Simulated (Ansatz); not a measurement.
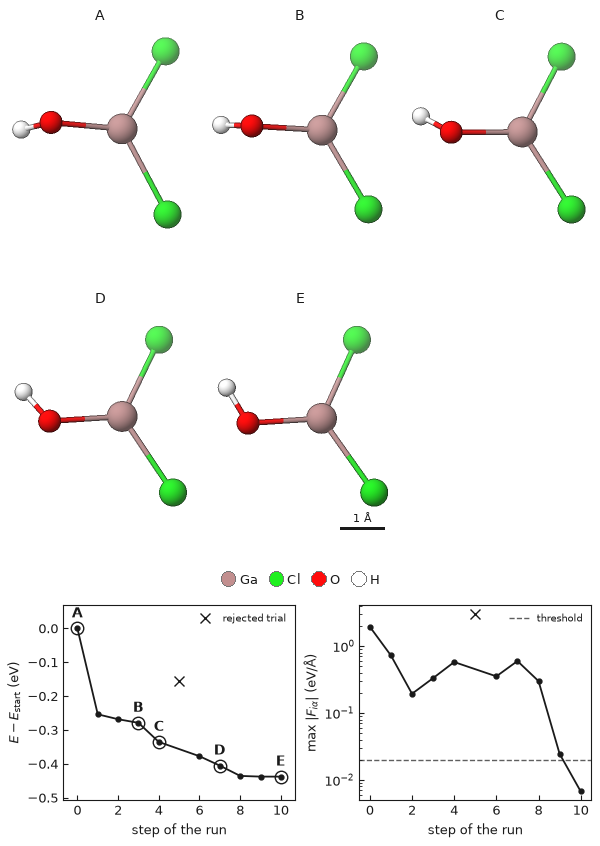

Frames of a relaxation of GaHOCl2, marked on the history of the run. A ball-and-stick model, seen at a tilt.

The run prepares the start of a later molecular dynamics calculation, from a guessed geometry.

The calculation used RKS r2SCANh/def2-SVP in Ansatz.

Input
```yaml
crystal:
  periodic: [false, false, false]
  atoms:
    - { symbol: Ga, position_ang: [0.0, 0.0, 0.0] }
    - { symbol: Cl, position_ang: [0.0, 0.0, 2.24] }
    - { symbol: O, position_ang: [1.5501, 0.0, -0.895] }
    - { symbol: H, position_ang: [1.85, -0.9519, -1.0499] }
    - { symbol: Cl, position_ang: [-1.9398, 0.0, -1.12] }
basis:
  gaussian: { orbitals: def2-SVP }
hamiltonian:
  xc: r2scanh
relax:
  f_tol: 0.02
  max_steps: 40
```

Launched with:
```bash
ansatz run input.yaml --threads 2 --pin off --max-ram 3072MiB --backend cpu --events-out ev --progress --plain --runs-dir out
```

### Describe the path.

The atom that moves furthest after the best rigid fit is H4 (0.64 Å). Largest moves by element: H 0.64 Å, O 0.54 Å, Cl 0.24 Å, Ga 0.17 Å. Near-neighbour distances that change, for instance: Ga1–Cl5 2.240 → 2.115 Å, Ga1–Cl2 2.240 → 2.128 Å, O3–H4 1.010 → 0.964 Å, Ga1–O3 1.790 → 1.760 Å. Among the angles between lasting bonds that change: Ga1–O3–H4 109.5° → 113.8°. Groups turn about Ga1–O3 by about 90°. The energy falls by 0.437 eV in 9 accepted moves (10 points after the start). The largest force component goes from 1.9 to 0.0067 eV/Å. The line search rejected the trial step at point 5 of the run. From step 0 to 3: Cl2 moves most (0.13 Å), energy −0.279 eV. From step 3 to 4: H4 moves most (0.20 Å), energy −0.056 eV. From step 4 to 7: H4 moves most (0.20 Å), energy −0.070 eV. From step 7 to 10: H4 moves most (0.16 Å), energy −0.032 eV.
